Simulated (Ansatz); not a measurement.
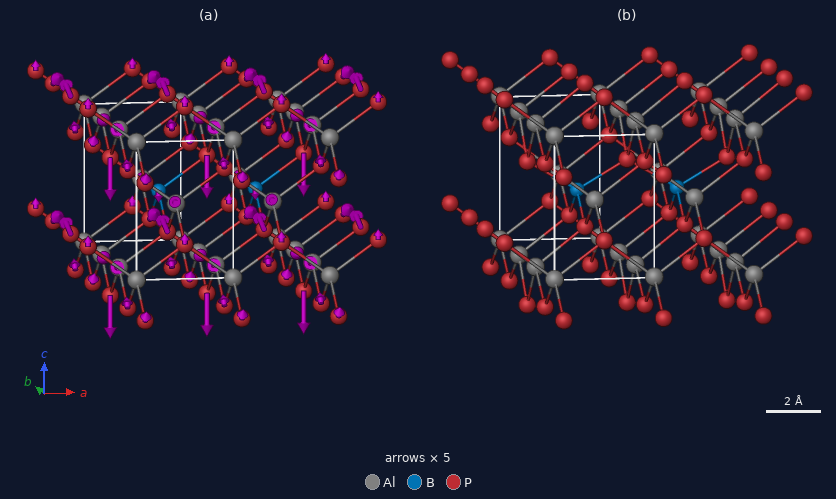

The structure of solid Al5BP6 (a generated structure, set up in Pmm2) (coarse preliminary run) before (left) and after (right) a relaxation, at one scale. The purple arrows give the displacements (the part carried along by the change of the cell is left out), 5 times their true length.

A ball-and-stick model of the cell of the calculation, repeated 2 × 1 × 1 with one cell outlined, seen slightly off an axis.

The calculation used DFT PBE, scalar-relativistic, plane waves, PAW (Ansatz 0.2.0).

The input:
```yaml
crystal:
  lattice:
    - [3.64828011, 0.0, 0.0]
    - [0.0, 10.94484034, 0.0]
    - [0.0, 0.0, 5.15944721]
  atoms:
    - { symbol: Al, position: [0.0, 0.33333333, 0.0] }
    - { symbol: Al, position: [0.5, 0.16666667, 0.5] }
    - { symbol: Al, position: [0.0, 0.0, 0.0] }
    - { symbol: Al, position: [0.5, 0.83333333, 0.5] }
    - { symbol: Al, position: [0.0, 0.66666667, 0.0] }
    - { symbol: B, position: [0.5, 0.5, 0.5] }
    - { symbol: P, position: [0.5, 0.33333333, 0.25] }
    - { symbol: P, position: [0.0, 0.16666667, 0.75] }
    - { symbol: P, position: [0.5, 0.0, 0.25] }
    - { symbol: P, position: [0.0, 0.83333333, 0.75] }
    - { symbol: P, position: [0.5, 0.66666667, 0.25] }
    - { symbol: P, position: [0.0, 0.5, 0.75] }
basis:
  ecutwfc: 420
kpoints:
  mp_grid: { grid: [6, 2, 4] }
hamiltonian:
  xc: pbe
scf:
  occupations: { method: gaussian, width: 0.1 }
  lower_state_search: "off"
output:
  forces: true
  stress: true
  eigenvalues: true
relax:
  adjacent_minimum: "off"
  f_tol: 0.04
  max_steps: 70
  cell: { stress_tol: 0.4 }
```

Launched with:
```bash
ansatz run input.yaml --threads 1 --pin off --max-ram 2560MiB --backend cpu --events-out ev --progress --plain --runs-dir out
```

### Summarise the run.

Over 4 accepted moves (5 points after the start) the energy falls by 2.609 eV per cell of the calculation. The largest force component goes from 3.8 to 0.025 eV/Å. Pressure: 15.73 GPa at the start and 0.13 GPa at the end. The SCF was repeated once at an unchanged geometry on a basis and grid sized afresh for the cell, which shifted the energy by 12.8 meV per cell of the calculation at most. The atom that moves furthest relative to the cell is P12 (0.33 Å along −c). Largest moves by element: P 0.33 Å, Al 0.18 Å, B 0.09 Å. The drawn cell changes as follows: a 3.648 → 3.764 Å (+3.2 %), b 10.945 → 11.396 Å (+4.1 %), c 5.159 → 5.369 Å (+4.1 %); the volume changes by +11.8 %. Some distances before and after: B6–P11 2.234 → 2.008 Å, Al2–P7 2.234 → 2.410 Å, Al1–P12 2.234 → 2.385 Å, Al1–P7 2.234 → 2.379 Å. Bond angles that change, for instance: Al1–P12–Al5 109.5° → 92.7°, B6–P12–B6 109.5° → 119.3°, P12–B6–P12 109.5° → 119.3°. The space group stays Pmm2 (No. 25). Cost: 3.5 min on 1 thread of Intel(R) Xeon(R) Processor @ 2.50GHz (Skylake/Cascade Lake), on a shared host, peak memory 0.5 GiB.
